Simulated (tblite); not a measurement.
**Run report: C₆H₁₅BSi, geometry relaxation (part 1 of 4)**

System: C₆H₁₅BSi.
Method: GFN2-xTB geometry optimisation, gas phase (tblite 0.8.0).

It belongs to a series of runs on one base structure; here: H on B replaced by vinyl.

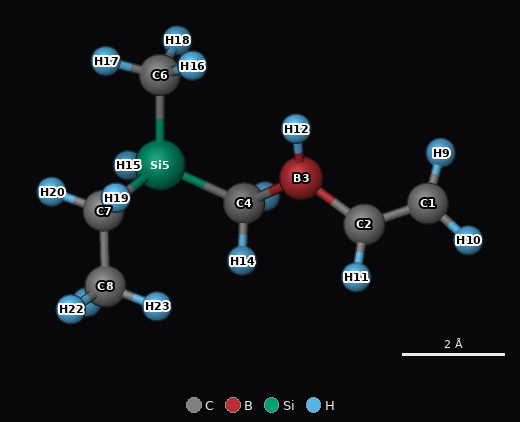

The input geometry (ball-and-stick view, seen at a tilt; atoms are numbered from 1 in the order of the input). Bond lengths as drawn: B–C 1.54 to 1.59 Å, B–H 1.18 Å, C–C 1.34 to 1.50 Å, C–H 1.07 to 1.14 Å, C–Si 1.83 to 1.86 Å and H–Si 1.50 Å.

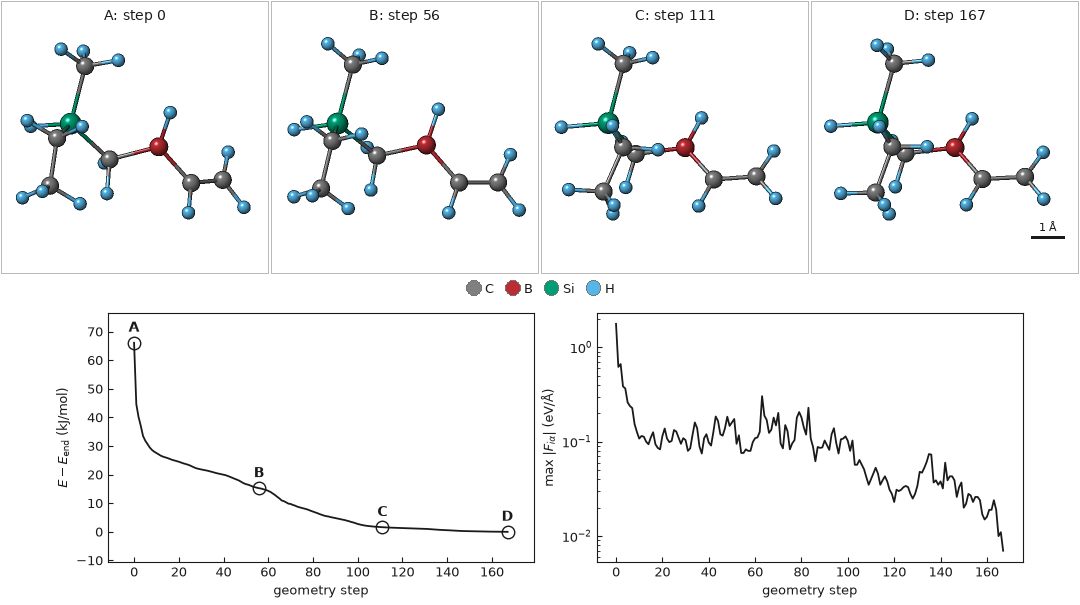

Frames of the relaxation (ball-and-stick view, seen at a tilt) above the curves, on which the letters mark them (steps are counted from 0).

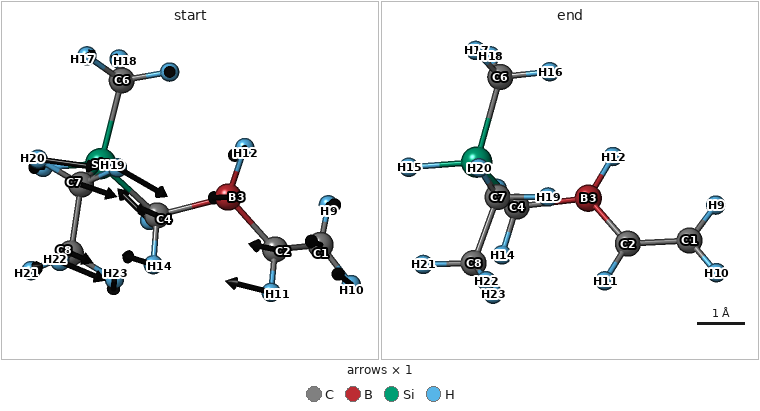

Before (left) and after (right) the relaxation, at one scale (ball-and-stick view, seen at a tilt). The black arrows give the displacements, at true length. The largest move after the best rigid fit is that of H10, 2.14 Å. By element the largest moves are H 2.14 Å, C 1.41 Å, B 0.89 Å, Si 0.11 Å. Among the contacts that change: C4–Si5 1.831 → 1.925 Å, Si5–C6 1.847 → 1.901 Å, C4–H14 1.137 → 1.089 Å, Si5–C7 1.862 → 1.910 Å. Among the angles that change: B3–C4–H14 104.8° → 113.2°, Si5–C4–H13 113.4° → 106.3°, B3–C4–H13 106.3° → 113.2°. Over 167 geometry steps the energy falls by 66.1 kJ/mol. The largest force component goes from 1.8 to 0.007 eV/Å. (Atoms are counted from 1 in the order of the input.)

These pictures come from the run below.

## Input
```
{"job": {"kind": "relax", "xc": "GFN2-xTB", "basis": "xTB"}, "charge": 0, "multiplicity": 1}
C      4.096600    -0.507300     0.158100
C      2.814800    -0.821500     0.383500
B      1.646100     0.177600     0.243900
C      0.505900    -0.257000    -0.780500
Si    -1.089100     0.625200    -0.610400
C     -0.971500     2.404100    -0.126400
C     -2.288600    -0.160500     0.577800
C     -2.359500    -1.655700     0.422400
H      4.431400     0.460100    -0.152800
H      4.836600    -1.289200     0.301000
H      2.573200    -1.836700     0.705500
H      1.609100     1.172400     0.875000
H      0.947000    -0.173500    -1.788700
H      0.379900    -1.375800    -0.618400
H     -1.697000     0.631900    -1.977300
H     -0.333600     2.562100     0.782000
H     -2.016300     2.763500     0.087700
H     -0.565400     3.036800    -0.938100
H     -2.047500     0.104800     1.635200
H     -3.276200     0.282600     0.358300
H     -2.732300    -1.962200    -0.559700
H     -3.086800    -2.037000     1.175500
H     -1.381600    -2.117700     0.675400
```

The first line tells a small driver script what to run in tblite; the rest is the geometry in Å.

Launched with:
```bash
OMP_NUM_THREADS=1 python <driver script> task.json out
```

## The program's output
```
step      E/eV     max force
  0    -635.88449    2.462
  1    -636.10705    0.663
  2    -636.15333    0.735
  3    -636.18552    0.442
  4    -636.22218    0.369
  5    -636.23927    0.264
  6    -636.25150    0.246
  7    -636.26390    0.236
  8    -636.27288    0.158
  9    -636.27915    0.177
 10    -636.28414    0.172
 11    -636.28928    0.168
 12    -636.29398    0.131
 13    -636.29741    0.109
 14    -636.29989    0.112
 15    -636.30246    0.149
 16    -636.30558    0.165
 17    -636.30870    0.109
 18    -636.31119    0.092
 19    -636.31330    0.093
 20    -636.31567    0.131
 21    -636.31853    0.147
 22    -636.32139    0.116
 23    -636.32381    0.103
 24    -636.32617    0.116
 25    -636.32918    0.151
 26    -636.33296    0.151
 27    -636.33678    0.114
 28    -636.33980    0.107
 29    -636.34188    0.117
 30    -636.34355    0.109
 31    -636.34516    0.098
 32    -636.34676    0.098
 33    -636.34847    0.132
 34    -636.35049    0.167
 35    -636.35284    0.140
 36    -636.35522    0.115
 37    -636.35730    0.091
 38    -636.35904    0.119
 39    -636.36063    0.132
 40    -636.36235    0.106
 41    -636.36449    0.113
 42    -636.36749    0.161
 43    -636.37073    0.212
 44    -636.37434    0.181
 45    -636.37755    0.140
 46    -636.38061    0.137
 47    -636.38421    0.187
 48    -636.38900    0.236
 49    -636.39360    0.189
 50    -636.39675    0.172
 51    -636.39888    0.185
 52    -636.40194    0.118
 53    -636.40554    0.126
 54    -636.40800    0.088
 55    -636.41005    0.091
 56    -636.41155    0.093
 57    -636.41332    0.091
 58    -636.41555    0.094
 59    -636.41811    0.117
 60    -636.42124    0.139
 61    -636.42523    0.148
 62    -636.43065    0.142
 63    -636.43617    0.350
 64    -636.44277    0.195
 65    -636.44874    0.177
 66    -636.45609    0.143
 67    -636.45866    0.149
 68    -636.46284    0.186
 69    -636.46749    0.171
 70    -636.46872    0.209
 71    -636.47220    0.106
 72    -636.47479    0.101
 73    -636.47857    0.164
 74    -636.48098    0.142
 75    -636.48312    0.108
 76    -636.48524    0.106
 77    -636.48736    0.150
 78    -636.49006    0.208
 79    -636.49346    0.227
 80    -636.49629    0.212
 81    -636.49895    0.188
 82    -636.50209    0.173
 83    -636.50542    0.285
 84    -636.50828    0.114
 85    -636.51110    0.093
 86    -636.51292    0.075
 87    -636.51428    0.097
 88    -636.51648    0.114
 89    -636.51812    0.094
 90    -636.51973    0.105
 91    -636.52138    0.100
 92    -636.52327    0.101
 93    -636.52515    0.121
 94    -636.52661    0.144
 95    -636.52896    0.102
 96    -636.53089    0.101
 97    -636.53380    0.113
 98    -636.53562    0.109
 99    -636.53852    0.124
100    -636.54115    0.107
101    -636.54322    0.101
102    -636.54516    0.117
103    -636.54671    0.063
104    -636.54791    0.064
105    -636.54886    0.067
106    -636.54982    0.063
107    -636.55056    0.065
108    -636.55122    0.049
109    -636.55177    0.045
110    -636.55239    0.050
111    -636.55286    0.055
112    -636.55340    0.058
113    -636.55381    0.052
114    -636.55418    0.039
115    -636.55455    0.041
116    -636.55496    0.046
117    -636.55530    0.038
118    -636.55555    0.032
119    -636.55578    0.031
120    -636.55604    0.027
121    -636.55632    0.034
122    -636.55656    0.032
123    -636.55674    0.033
124    -636.55693    0.033
125    -636.55718    0.041
126    -636.55749    0.048
127    -636.55779    0.037
128    -636.55806    0.036
129    -636.55834    0.036
130    -636.55870    0.045
131    -636.55920    0.057
132    -636.55981    0.057
133    -636.56043    0.076
134    -636.56090    0.079
135    -636.56149    0.076
136    -636.56200    0.073
137    -636.56267    0.046
138    -636.56296    0.053
139    -636.56339    0.043
140    -636.56372    0.040
141    -636.56415    0.039
142    -636.56453    0.062
143    -636.56508    0.044
144    -636.56557    0.049
145    -636.56611    0.047
146    -636.56641    0.041
147    -636.56683    0.031
148    -636.56703    0.034
149    -636.56719    0.037
150    -636.56736    0.021
151    -636.56760    0.026
152    -636.56777    0.032
153    -636.56797    0.031
154    -636.56814    0.028
155    -636.56831    0.028
156    -636.56844    0.032
157    -636.56858    0.027
158    -636.56873    0.024
159    -636.56886    0.021
160    -636.56896    0.020
161    -636.56905    0.021
162    -636.56918    0.024
163    -636.56935    0.028
164    -636.56951    0.022
165    -636.56959    0.013
166    -636.56963    0.013
167    -636.56965    0.009
```

## Trajectory as extended XYZ (Å, eV, eV/Å), 35 of the 168 frames kept, from step=0 to step=167
```
23
Properties=species:S:1:pos:R:3:forces:R:3 step=0 energy=-635.88449
C     4.0966   -0.5073    0.1581   -0.4580  -1.1400   0.4830
C     2.8148   -0.8215    0.3835    0.5490   0.5390   0.2560
B     1.6461    0.1776    0.2439   -0.2930  -0.1410  -0.2480
C     0.5059   -0.2570   -0.7805    1.7680  -1.6580   0.4320
Si   -1.0891    0.6252   -0.6104   -0.9690   0.2300  -1.3960
C    -0.9715    2.4041   -0.1264   -0.1460   1.7730   0.7070
C    -2.2886   -0.1605    0.5778   -0.5150   0.4110   0.6960
C    -2.3595   -1.6557    0.4224   -0.4530  -0.8880   1.1380
H     4.4314    0.4601   -0.1528   -0.0130   0.1270  -0.0550
H     4.8366   -1.2892    0.3010    0.1830   0.3360  -0.2280
H     2.5732   -1.8367    0.7055    0.1800   0.1560  -0.1870
H     1.6091    1.1724    0.8750    0.0730  -0.1470  -0.1930
H     0.9470   -0.1735   -1.7887   -0.3110   0.0030   0.3430
H     0.3799   -1.3758   -0.6184    0.0320   1.1380  -0.4110
H    -1.6970    0.6319   -1.9773   -0.0520  -0.0790   0.1230
H    -0.3336    2.5621    0.7820   -0.7360  -0.0050  -0.8390
H    -2.0163    2.7635    0.0877    1.1600  -0.0860  -0.0680
H    -0.5654    3.0368   -0.9381   -0.2160  -0.3350   0.5720
H    -2.0475    0.1048    1.6352   -0.1840  -0.2380  -0.6650
H    -3.2762    0.2826    0.3583    0.2430  -0.2420   0.2700
H    -2.7323   -1.9622   -0.5597    0.4210   0.1040   0.2060
H    -3.0868   -2.0370    1.1755    0.3860  -0.0430  -0.4730
H    -1.3816   -2.1177    0.6754   -0.6500   0.1850  -0.4630
23
Properties=species:S:1:pos:R:3:forces:R:3 step=5 energy=-636.23927
C     4.1069   -0.5391    0.1840    0.2610   0.0150   0.0370
C     2.8342   -0.8019    0.4316    0.0130  -0.1770   0.0290
B     1.6565    0.1669    0.2483   -0.0100  -0.0240   0.0160
C     0.5439   -0.2805   -0.7557   -0.1210  -0.0730  -0.0510
Si   -1.1094    0.6406   -0.6722   -0.2140  -0.1130   0.0290
C    -0.9782    2.4409   -0.1258   -0.0320   0.1250  -0.0020
C    -2.3046   -0.1598    0.5775   -0.1000   0.0530   0.0710
C    -2.3891   -1.6696    0.4667    0.0090  -0.1110  -0.0310
H     4.4201    0.4359   -0.1444    0.0820   0.1050   0.0230
H     4.8820   -1.2813    0.2770    0.0910  -0.0370  -0.0600
H     2.5885   -1.8238    0.6898   -0.0060  -0.1790   0.1150
H     1.6138    1.1646    0.8469    0.0340   0.2000  -0.0120
H     0.9349   -0.1763   -1.7689    0.0830   0.0890  -0.0110
H     0.3820   -1.3562   -0.6555   -0.0200   0.0090  -0.0490
H    -1.7255    0.6204   -2.0126   -0.0550  -0.0500  -0.0830
H    -0.3696    2.5784    0.7581    0.0610  -0.0290   0.0490
H    -1.9712    2.8061    0.1038   -0.0740   0.1820   0.0020
H    -0.5657    3.0534   -0.9139    0.0670   0.1630  -0.0640
H    -2.0534    0.0975    1.6083    0.0970   0.0680  -0.0460
H    -3.2919    0.2651    0.3932   -0.0940  -0.0260   0.0580
H    -2.6917   -1.9547   -0.5328   -0.1520  -0.0760  -0.1510
H    -3.0989   -2.0806    1.1817   -0.0100  -0.0380  -0.0120
H    -1.4184   -2.1188    0.6441    0.0910  -0.0740   0.1430
23
Properties=species:S:1:pos:R:3:forces:R:3 step=10 energy=-636.28414
C     4.1335   -0.5468    0.2016   -0.0600  -0.0140  -0.0480
C     2.8563   -0.8246    0.4477   -0.0550   0.0150  -0.0240
B     1.6639    0.1564    0.2573    0.0280  -0.0430  -0.0260
C     0.5317   -0.2801   -0.7517   -0.0450   0.0920   0.0550
Si   -1.1470    0.6456   -0.6857    0.1000   0.0370   0.0580
C    -0.9880    2.4674   -0.1356   -0.0180  -0.0960  -0.0480
C    -2.3295   -0.1696    0.5804    0.0710   0.0510  -0.0820
C    -2.3968   -1.6885    0.4657   -0.0080   0.0680  -0.0010
H     4.4351    0.4384   -0.1260    0.0070  -0.0590   0.0910
H     4.9222   -1.2850    0.2553   -0.0630   0.0490   0.0240
H     2.6042   -1.8516    0.7109    0.1040   0.0560   0.0110
H     1.6296    1.1899    0.8183    0.0960  -0.0940  -0.1080
H     0.9467   -0.1510   -1.7570   -0.0160   0.0990   0.0710
H     0.3735   -1.3594   -0.6817   -0.0470   0.0490  -0.0270
H    -1.7502    0.6026   -2.0405    0.0020  -0.0160   0.0730
H    -0.3723    2.5744    0.7520    0.0040  -0.0460  -0.0280
H    -1.9674    2.8681    0.1059   -0.0190   0.0590  -0.0400
H    -0.5550    3.0904   -0.9109    0.0060  -0.0140  -0.0070
H    -2.0329    0.1098    1.5946   -0.0160  -0.0690  -0.0280
H    -3.3264    0.2494    0.4251   -0.0080  -0.0760   0.0590
H    -2.7073   -1.9701   -0.5388    0.0080  -0.0510   0.0460
H    -3.1056   -2.1065    1.1781   -0.0360  -0.0090  -0.0040
H    -1.4228   -2.1322    0.6637   -0.0360   0.0120  -0.0160
23
Properties=species:S:1:pos:R:3:forces:R:3 step=15 energy=-636.30246
C     4.1328   -0.5507    0.2004   -0.0200   0.0170   0.0580
C     2.8581   -0.8370    0.4476    0.0430  -0.0130   0.0050
B     1.6699    0.1417    0.2521    0.0110   0.0270   0.0180
C     0.5193   -0.2655   -0.7384    0.0520  -0.0190  -0.0010
Si   -1.1535    0.6543   -0.6814   -0.0830   0.0470  -0.0120
C    -0.9966    2.4751   -0.1471    0.0250   0.0550   0.0140
C    -2.3329   -0.1711    0.5722   -0.0560  -0.1110   0.0820
C    -2.4029   -1.6903    0.4644   -0.0040  -0.0740  -0.0030
H     4.4447    0.4372   -0.0962   -0.0330   0.0530  -0.0320
H     4.9237   -1.2822    0.2555    0.0010  -0.0450   0.0370
H     2.6361   -1.8628    0.7256   -0.0300  -0.0620  -0.0360
H     1.6715    1.1875    0.7770    0.0830   0.0630  -0.0120
H     0.9477   -0.1027   -1.7320   -0.0230   0.0710  -0.0180
H     0.3521   -1.3432   -0.7031   -0.0330  -0.0200  -0.0410
H    -1.7592    0.5891   -2.0295   -0.0090  -0.0040  -0.0110
H    -0.3747    2.5578    0.7399   -0.0390   0.0290  -0.0080
H    -1.9660    2.9073    0.0915    0.0450  -0.0580  -0.0260
H    -0.5470    3.0980   -0.9145    0.0120  -0.0700  -0.0180
H    -2.0241    0.0962    1.5838    0.0090  -0.0240   0.0610
H    -3.3419    0.2256    0.4515    0.0120   0.0590  -0.0440
H    -2.7138   -1.9915   -0.5340    0.0320   0.0200  -0.0050
H    -3.1163   -2.1104    1.1738    0.0070   0.0630   0.0120
H    -1.4318   -2.1352    0.6700   -0.0040  -0.0020  -0.0190
23
Properties=species:S:1:pos:R:3:forces:R:3 step=20 energy=-636.31567
C     4.1331   -0.5487    0.2180    0.0230  -0.0280   0.0060
C     2.8604   -0.8526    0.4532   -0.0620  -0.0140   0.0200
B     1.6816    0.1382    0.2517   -0.0230   0.0070  -0.0360
C     0.5128   -0.2516   -0.7280   -0.0410   0.0220  -0.0160
Si   -1.1719    0.6595   -0.6706    0.0600  -0.1150   0.0170
C    -0.9951    2.4803   -0.1560   -0.0080  -0.0550   0.0030
C    -2.3405   -0.1874    0.5841    0.0530   0.1080  -0.0250
C    -2.4091   -1.7043    0.4651    0.0080   0.0650   0.0080
H     4.4352    0.4446   -0.0797   -0.0190  -0.0500   0.0340
H     4.9196   -1.2870    0.2723    0.0390   0.0550   0.0070
H     2.6509   -1.8859    0.7170   -0.0520   0.0010  -0.0320
H     1.7407    1.2052    0.7345    0.0140   0.0190  -0.0460
H     0.9365   -0.0362   -1.7153   -0.0120   0.0060   0.0090
H     0.3282   -1.3290   -0.7387    0.0910   0.0510  -0.0310
H    -1.7715    0.5787   -2.0229   -0.0140   0.0070   0.0280
H    -0.3844    2.5604    0.7358    0.0370   0.0550   0.0370
H    -1.9595    2.9208    0.0701   -0.0510   0.0320  -0.0220
H    -0.5312    3.0792   -0.9311    0.0290  -0.0040  -0.0200
H    -2.0219    0.0680    1.5975   -0.0510  -0.0070   0.0050
H    -3.3451    0.2233    0.4598    0.0240  -0.0190   0.0380
H    -2.7092   -2.0035   -0.5359   -0.0490   0.0090  -0.0100
H    -3.1278   -2.1011    1.1794    0.0080  -0.1010  -0.0190
H    -1.4366   -2.1440    0.6688   -0.0020  -0.0420   0.0450
```
